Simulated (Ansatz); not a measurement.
**CH2BN− (SMILES [BH2-]C#N): RPA@PBE/STO-3G**

What is the vertical ionisation energy of CH2BN− at RPA@PBE/STO-3G? 

The calculation is run with Ansatz 0.2.0.

2 further runs of the same task are left out: 1 that didn't finish, 1 set aside as unsound or not needed.

### 1 The molecule

The species is CH2BN− (5 atoms), meant as a doublet with charge -1. SMILES: `[BH2-]C#N`. The shape is that of a GFN2-xTB optimisation.

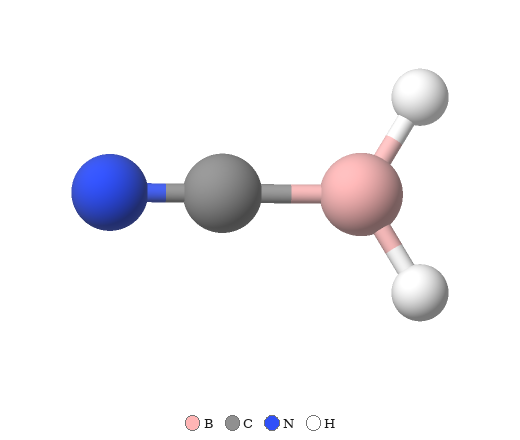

The structure, seen from a chosen angle (boron pink, carbon grey, nitrogen blue, hydrogen white).

### 2 The energy at RPA@PBE/STO-3G

The input, job.yaml:

```yaml
basis:
  gaussian: {orbitals: STO-3G}
crystal:
  periodic: [false, false, false]
  atoms:
    - symbol: B
      position_ang: [-0.479260, 0.201310, -0.246440]
    - symbol: C
      position_ang: [0.740110, -0.310900, 0.381160]
    - symbol: N
      position_ang: [1.729380, -0.727540, 0.890010]
    - symbol: H
      position_ang: [-0.889380, -0.271730, -1.280950]
    - symbol: H
      position_ang: [-1.100840, 1.108860, 0.256220]
total_charge: -1
magnetization: {spin_polarized: true, initial_magnetization: 1}
hamiltonian: {xc: {name: PBE}}
correlation: {method: rpa, frozen_orbitals: {B: 1, C: 1, H: 0, "N": 1}}
accuracy: high
```

Command:

```sh
$ ansatz run job.yaml --threads 1 --pin off --max-ram 2610MiB --events-out events.jsonl --progress --plain --runs-dir runs
```

The program printed:

```text
Warning: RAYON_NUM_THREADS=1 ignored (pool sized by the plan → 1); use --threads N
Functional definition: PBE
  name "PBE"
  parameter kappa = 0.804
  parameter beta = 0.06672455060314922
  exchange = pbe_x(kappa = kappa, mu = beta*pi^2/3)
  correlation = pbe_c(beta = beta)
295 factors; integrals over basis functions are off by at most 7.8e-9 eV
mean field evaluation 1: about -3185.9282 eV, gradient 1.2e1 eV
mean field evaluation 2: about -3185.8319 eV, gradient 1.2e1 eV
mean field evaluation 4: about -3186.5257 eV, gradient 7.4e0 eV
mean field evaluation 8: about -3186.8600 eV, gradient 5.4e-2 eV
mean field evaluation 16: about -3186.8601 eV, gradient 1.1e-6 eV
mean field -3186.86005436 eV, -117.1149468663 hartree, gradient 1.8e-8 eV, S^2 0.756470; 0 other end points of the search recorded, 0 dependent functions left out
3 core orbitals not correlated: weight in the atoms' cores, before any rotation towards them, 1.000 or more for the frozen orbitals, at most 0.000 for the correlated occupied ones
reference -3170.21592972 eV, -116.5032865675 hartree; 8, 7 occupied and 6, 7 virtual orbitals, 295 factors
Total energy: -3177.88240742 eV, -116.7850244266 hartree
```

Run time: 1.7 s. Hardware: 1 thread of Arm Neoverse V1, shared host; peak memory 0.12 GiB.

### 3 Singlet neutral CH2BN, same level

The input, job.yaml:

```yaml
crystal:
  periodic: [false, false, false]
  atoms:
    - {symbol: B, position_ang: [-0.479260, 0.201310, -0.246440]}
    - {symbol: C, position_ang: [0.740110, -0.310900, 0.381160]}
    - {symbol: "N", position_ang: [1.729380, -0.727540, 0.890010]}
    - {symbol: H, position_ang: [-0.889380, -0.271730, -1.280950]}
    - {symbol: H, position_ang: [-1.100840, 1.108860, 0.256220]}
basis:
  gaussian: {orbitals: STO-3G}
hamiltonian: {xc: pbe}
correlation: {method: rpa, frozen_orbitals: {B: 1, C: 1, H: 0, "N": 1}}
accuracy: high
```

Command:

```sh
$ ansatz run job.yaml --threads 1 --pin off --max-ram 2610MiB --events-out events.jsonl --progress --plain --runs-dir runs
```

The program printed (excerpt; [...] marks lines left out):

```text
Warning: RAYON_NUM_THREADS=1 ignored (pool sized by the plan → 1); use --threads N
[... 6 set-up lines as earlier in the session ...]
295 factors; integrals over basis functions are off by at most 7.8e-9 eV
mean field evaluation 1: about -3188.0017 eV, gradient 2.1e1 eV
mean field evaluation 2: about -3187.9026 eV, gradient 2.1e1 eV
mean field evaluation 4: about -3188.9423 eV, gradient 6.1e0 eV
mean field evaluation 8: about -3189.0442 eV, gradient 1.2e-2 eV
mean field evaluation 16: about -3189.0441 eV, gradient 2.8e-7 eV
mean field -3189.04405141 eV, -117.1952072775 hartree, gradient 2.6e-8 eV, S^2 0.000000; 0 other end points of the search recorded, 0 dependent functions left out
3 core orbitals not correlated: weight in the atoms' cores, before any rotation towards them, 1.000 or more for the frozen orbitals, at most 0.000 for the correlated occupied ones
reference -3173.52379164 eV, -116.6248482511 hartree; 7, 7 occupied and 7, 7 virtual orbitals, 295 factors
Total energy: -3181.60565661 eV, -116.9218513105 hartree
```

Wall time 1.3 s (1 thread of Arm Neoverse V1, shared host); peak memory 0.092 GiB.

### 4 What came out

At RPA@PBE/STO-3G, 3 core orbitals frozen:

| quantity | value |
| --- | --- |
| doublet CH2BN−: total energy | -116.78502 Eh |
| doublet CH2BN−: RPA correlation energy (valence) | -281.7 mEh |
| doublet CH2BN−: ⟨S²⟩ of the reference determinant | 0.756 |
| singlet neutral CH2BN: total energy | -116.92185 Eh |
| singlet neutral CH2BN: RPA correlation energy (valence) | -297.0 mEh |
| vertical detachment energy (to the singlet neutral) | -3.723 eV |

**Reading.** The species is unbound against losing an electron at this level, by 3.72 eV (−359 kJ/mol); missing correlation or diffuse functions can give that sign where the real anion is bound. Only the singlet of the ionised species was computed; a triplet could lie lower. In a minimal basis such a difference can be off by several eV, whatever the method.
